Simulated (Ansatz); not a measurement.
BrGeH3···H2

The calculation's input:

```
crystal:
  periodic: [false, false, false]
  atoms:
    - {symbol: Ge, position_ang: [-1.138263, 0.368145, -0.129897]}
    - {symbol: H, position_ang: [2.566400, -1.575557, 0.427891]}
    - {symbol: H, position_ang: [-1.909705, 0.464710, -1.449357]}
    - {symbol: H, position_ang: [-1.984798, 0.838073, 1.056678]}
    - {symbol: H, position_ang: [-0.573403, -1.036958, 0.096437]}
    - {symbol: H, position_ang: [2.377852, -0.866155, 0.288717]}
    - {symbol: Br, position_ang: [0.661919, 1.807743, -0.290469]}
basis:
  gaussian: {orbitals: def2-TZVPP}
hamiltonian: {xc: pbe0, dispersion: d4}
output: {orbitals: {seedname: orbitals}}
```

Run with:

```sh
ansatz run in.yaml --threads 4 --pin off --events-out ev --progress --plain --max-ram 9574MiB
```

The product side of a reaction path; geometry: PBE0-D4/def2-TZVP.

The calculation used Ansatz, RKS PBE0-D4/def2-TZVPP.

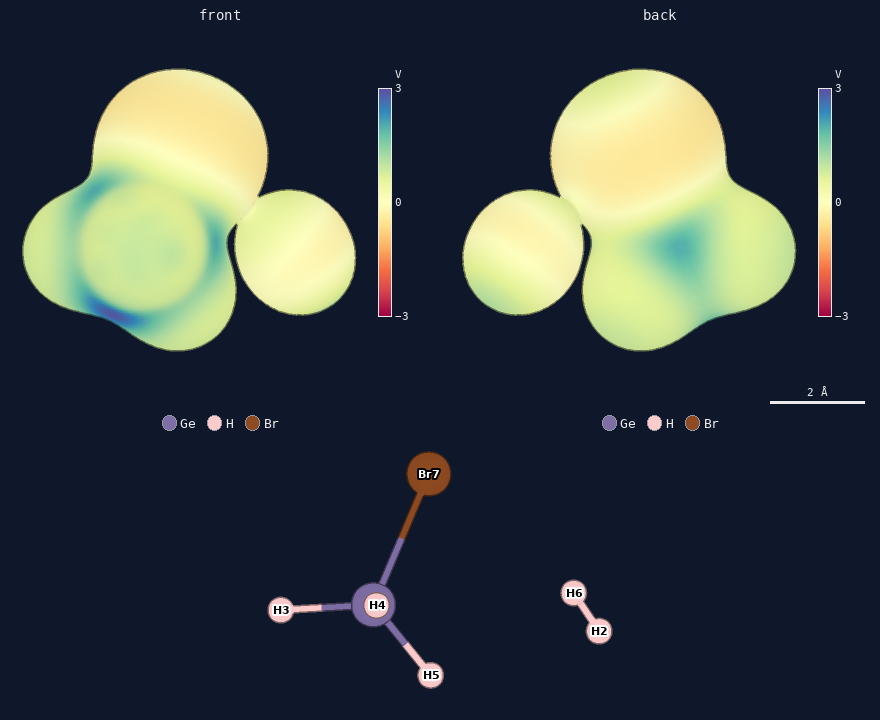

Figure 1. The electrostatic potential painted on the density surface at 0.004 e/bohr³, seen from the front and from behind; the colour scale runs from red (negative) to blue (positive). The bare structure is drawn below in the same view.

**Which sites attract a positive test charge, and which a negative one?**

A positive charge is drawn to the negative regions and a negative charge to the positive ones. The most negative region (about −0.4 V, or −9 kcal/mol for a unit charge) lies over Br7, the most positive (about +2.7 V, or +62 kcal/mol for a unit charge) over Ge1. Br7 shows a σ-hole: about +0.6 V, or +14 kcal/mol for a unit charge at the tip opposite its bond, against about −0.3 V on its flanks.

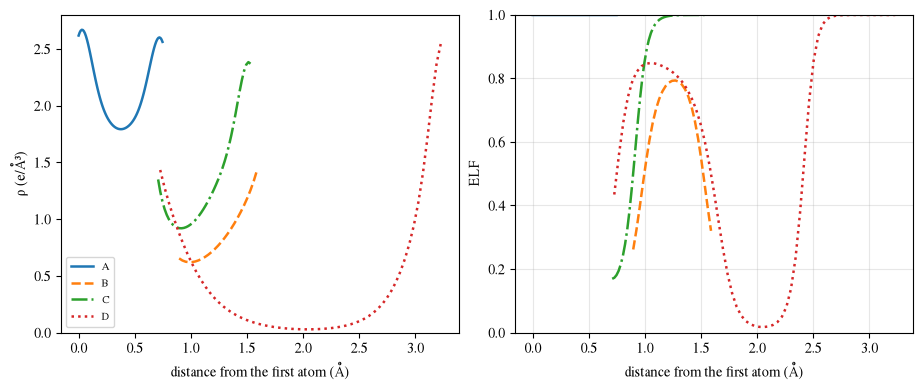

Figure 2. Total electron density and electron localisation function along straight lines between neighbouring atoms. The curves leave out the atomic cores.

**Which curve belongs to which contact (Br–H, Ge–Br, Ge–H and H–H)? The first atom named is at distance zero.**

Curve A: H–H (0.75 Å): the density is about 1.8 e/Å³ at the midpoint; the ELF is about 1 at the midpoint. Curve B: Ge–Br (2.31 Å): ρ is about 0.69 e/Å³ halfway; the ELF peaks at about 0.80 in the valence shell of Br, 1.0 Å from its nucleus, and is about 0.75 at the midpoint. Curve C: Ge–H (1.53 Å): ρ at the midpoint is about 1.1 e/Å³; the ELF climbs to about 1 towards the hydrogen. Curve D: Br7···H6 (3.23 Å): the density falls to about 0.03 e/Å³ on the way; the ELF dips to about 0 between them (a weak contact between the two molecules).
